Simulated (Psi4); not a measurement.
# SnH2Cl2 (SMILES [Cl][SnH2][Cl]) at BLYP/def2-SVPD (core potential)

Aim: the vertical electron affinity of SnH2Cl2 at BLYP/def2-SVPD (core potential), from 2 runs. 

The calculation is run with Psi4 1.11.

1 further run of the same task is left out (set aside as unsound or not needed).

### Step 1. The structure to begin with

The species is SnH2Cl2 (5 atoms), meant as a singlet with charge 0. As SMILES, `[Cl][SnH2][Cl]`. The coordinates come from a PBE0-D4/def2-TZVP relaxation.

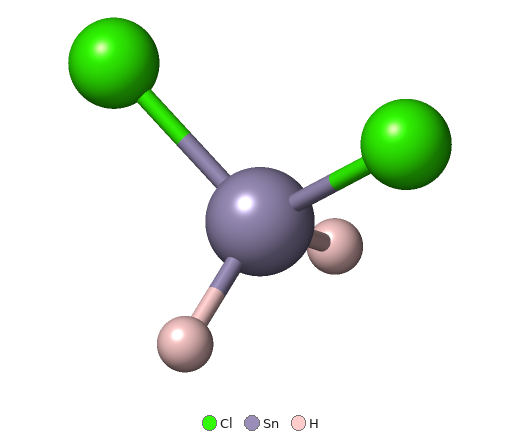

The structure, seen from a chosen angle (chlorine green, tin purple, hydrogen pink).

### Step 2. Energy and gradient at BLYP/def2-SVPD (core potential)

The input, job.py:

```python
import psi4

psi4.set_memory('2200 MB')
psi4.set_num_threads(1)
psi4.set_output_file('cl2h2sn.out', False)

geom = psi4.geometry("""
0 1
Cl
Sn 1 2.316205
Cl 2 2.316172 1 106.52122
H 2 1.695273 3 107.78239 1 115.44849
H 2 1.695154 4 118.59378 3 -122.69103
symmetry c1
no_reorient
no_com
""")

options = {'puream': True, 'e_convergence': 1e-09, 'd_convergence': 1e-08, 'scf_type': 'pk', 'dft_radial_points': 99, 'dft_spherical_points': 590}
psi4.set_options(options)

energy_value, wavefunction = psi4.gradient('blyp/def2-SVPD', return_wfn=True)
psi4.oeprop(wavefunction, 'WIBERG_LOWDIN_INDICES', 'MAYER_INDICES', 'DIPOLE', title='BLYP')
print('gradient / Eh bohr^-1')
print(energy_value.np.round(6))
print(f'energy = {wavefunction.energy():.10f} Eh')
```

Run with:

```bash
$ python job.py
```

cl2h2sn.out:

```text
[...]
    !!!  WARNING: ECP capability is in beta. Please check occupations closely.  !!!
[...]
  Running in c1 symmetry.
[...]
  Nuclear repulsion =  237.041493371458557
[...]
  Multiplicity = 1
[...]
  Nalpha       = 29
  Nbeta        = 29
[...]
    Number of basis functions: 102
[...]
   @RKS iter   1: -1135.27810462546995   -5.74710e-01   7.02559e-03 DIIS/ADIIS
[...]
   @RKS iter  11: -1135.61866170283292   -1.59162e-12   3.49881e-09 DIIS
[...]
    Orbital Energies [Eh]
    ---------------------
    Doubly Occupied:
       1A   -100.715986     2A   -100.715968     3A     -9.179926
       4A     -9.179911     5A     -7.016761     6A     -7.016747
       7A     -7.009335     8A     -7.009324     9A     -7.008960
      10A     -7.008954    11A     -4.956899    12A     -3.338490
      13A     -3.336370    14A     -3.332148    15A     -1.003673
      16A     -1.000628    17A     -0.996156    18A     -0.994264
      19A     -0.993986    20A     -0.746381    21A     -0.729341
      22A     -0.493115    23A     -0.347828    24A     -0.346429
      25A     -0.343257    26A     -0.289154    27A     -0.285473
      28A     -0.280676    29A     -0.276292
[...]
  @RKS Final Energy: -1135.61866170283292
   => Energetics <=
    Nuclear Repulsion Energy =            237.0414933714585572
    One-Electron Energy =               -2120.0884197050650073
    Two-Electron Energy =                 822.6396006876509546
    DFT Exchange-Correlation Energy =     -75.2113360568774283
    Empirical Dispersion Energy =           0.0000000000000000
    VV10 Nonlocal Energy =                  0.0000000000000000
    Total Energy =                      -1135.6186617028329238
[...]
  -Total Gradient:
     Atom            X                  Y                   Z
    ------   -----------------  -----------------  -----------------
       1       -0.000000189494    -0.000608559399     0.024622056184
       2        0.000028949802    -0.016825918390    -0.012551377761
       3       -0.000000090520     0.023443603382    -0.007587663778
       4        0.006151982030    -0.003001760728    -0.002239472740
       5       -0.006180659799    -0.003015432406    -0.002249557710
[...]
 Multipole Moments:
 ------------------------------------------------------------------------------------
     Multipole            Electronic (a.u.)      Nuclear  (a.u.)        Total (a.u.)
 ------------------------------------------------------------------------------------
 L = 1.  Multiply by 2.5417464519 to convert [e a0] to [Debye]
 Dipole X            :          0.0002213           -0.0001629            0.0000584
 Dipole Y            :         25.9566695          -25.1528462            0.8038233
 Dipole Z            :         19.3756027          -18.7755631            0.6000396
 Magnitude           :                                                    1.0030849
[...]
```

The script printed:

```text
gradient / Eh bohr^-1
[[-0.0000e+00 -6.0900e-04  2.4622e-02]
 [ 2.9000e-05 -1.6826e-02 -1.2551e-02]
 [-0.0000e+00  2.3444e-02 -7.5880e-03]
 [ 6.1520e-03 -3.0020e-03 -2.2390e-03]
 [-6.1810e-03 -3.0150e-03 -2.2500e-03]]
energy = -1135.6186617028 Eh
```

It took 15 s on 1 thread of Intel Xeon 6975P-C (Granite Rapids), shared host; peak memory 1.1 GiB.

### Step 3. The doublet anion at the same level

The input, cl2h2sn.py:

```python
import psi4

psi4.set_memory(2200000000)
psi4.set_num_threads(1)
psi4.set_output_file('output.dat', False)

geom = psi4.geometry("""
-1 2
Cl    -1.795300    -0.326200     1.206500
Sn     0.192400    -0.102900     0.038600
Cl    -0.250400     1.295500    -1.753900
H      0.602200    -1.626300    -0.582100
H      1.301000     0.686300     1.049400
symmetry c1
no_reorient
no_com
""")

psi4.set_options({
    'basis': 'def2-SVPD',
    'reference': 'uks',
    'puream': True,
    'e_convergence': 1e-09,
    'd_convergence': 1e-08,
    'scf_type': 'pk',
    'dft_radial_points': 99,
    'dft_spherical_points': 590,
    'maxiter': 100,
})

e, wfn = psi4.gradient("blyp", molecule=geom, return_wfn=True)
print('gradient / Eh bohr^-1')
print(e.np.round(6))
print(f'energy = {wfn.energy():.10f} Eh')
```

Run with:

```bash
$ python cl2h2sn.py
```

output.dat (excerpt; [...] marks lines left out):

```text
[...]
    !!!  WARNING: ECP capability is in beta. Please check occupations closely.  !!!
[...]
  Running in c1 symmetry.
[...]
  Nuclear repulsion =  237.041522240700004
[...]
  Multiplicity = 2
[...]
  Nalpha       = 30
  Nbeta        = 29
[...]
    Number of basis functions: 102
[...]
   @UKS iter   1: -1135.10087872586064   -4.16496e-01   8.29973e-03 ADIIS/DIIS
[...]
   @UKS iter  14: -1135.61749079785568   -3.86535e-12   7.49466e-09 DIIS
[...]
   @S^2 Observed:                7.508701328E-01
[...]
  @UKS Final Energy: -1135.61749079785568
   => Energetics <=
    Nuclear Repulsion Energy =            237.0415222407000044
    One-Electron Energy =               -2131.5368675487707151
    Two-Electron Energy =                 834.3331638660093859
    DFT Exchange-Correlation Energy =     -75.4553093557943413
    Empirical Dispersion Energy =           0.0000000000000000
    VV10 Nonlocal Energy =                  0.0000000000000000
    Total Energy =                      -1135.6174907978556803
[...]
 Multipole Moments:
 ------------------------------------------------------------------------------------
     Multipole            Electronic (a.u.)      Nuclear  (a.u.)        Total (a.u.)
 ------------------------------------------------------------------------------------
 L = 1.  Multiply by 2.5417464519 to convert [e a0] to [Debye]
 Dipole X            :         54.8018372          -54.1234570            0.6783802
 Dipole Y            :        -25.3939583           25.0847915           -0.3091668
 Dipole Z            :         15.2924333          -15.0975889            0.1948443
 Magnitude           :                                                    0.7705506
[...]
  -Total Gradient:
     Atom            X                  Y                   Z
    ------   -----------------  -----------------  -----------------
       1        0.061705953167     0.010606893825    -0.041467198833
       2       -0.028279609194     0.013704676161    -0.007259695825
       3        0.008950914904    -0.044772706873     0.059627124809
       4       -0.015600529925     0.028713239399     0.007590809697
       5       -0.026785229588    -0.008247996792    -0.018493233019
[...]
```

Standard output:

```text
gradient / Eh bohr^-1
[[ 0.061706  0.010607 -0.041467]
 [-0.02828   0.013705 -0.00726 ]
 [ 0.008951 -0.044773  0.059627]
 [-0.015601  0.028713  0.007591]
 [-0.026785 -0.008248 -0.018493]]
energy = -1135.6174907979 Eh
```

It took 21 s on 1 thread of Intel Xeon 6975P-C (Granite Rapids), shared host; peak memory 1.1 GiB.

### Step 4. Summary of results

Level: BLYP/def2-SVPD (core potential).

| quantity | value |
| --- | --- |
| singlet SnH2Cl2: total energy | -1135.61866 Eh |
| singlet SnH2Cl2: dipole moment | 2.55 D |
| singlet SnH2Cl2: HOMO energy | -7.52 eV |
| singlet SnH2Cl2: LUMO energy | -2.44 eV |
| singlet SnH2Cl2: HOMO–LUMO gap | 5.08 eV |
| singlet SnH2Cl2: largest force on an atom | 1.267 eV/Å |
| doublet anion: total energy | -1135.61749 Eh |
| doublet anion: HOMO energy (highest over α and β) | 2.34 eV |
| doublet anion: LUMO energy (lowest over α and β) | 2.72 eV |
| doublet anion: ⟨S²⟩ | 0.751 |
| doublet anion: largest force on an atom | 3.862 eV/Å |
| vertical electron affinity (to the doublet anion) | -0.032 eV |

**Reading.** The anion lies 0.03 eV (0.7 kcal/mol) above the neutral: the electron isn't bound at this level, and such a value depends on the basis. The largest force (singlet SnH2Cl2) is 1.27 eV/Å: the shape isn't a stationary point for this species at this level. The HOMO (doublet anion) lies at positive energy, 2.34 eV, as semi-local functionals often give for anions; only total energies tell whether the electron is bound.
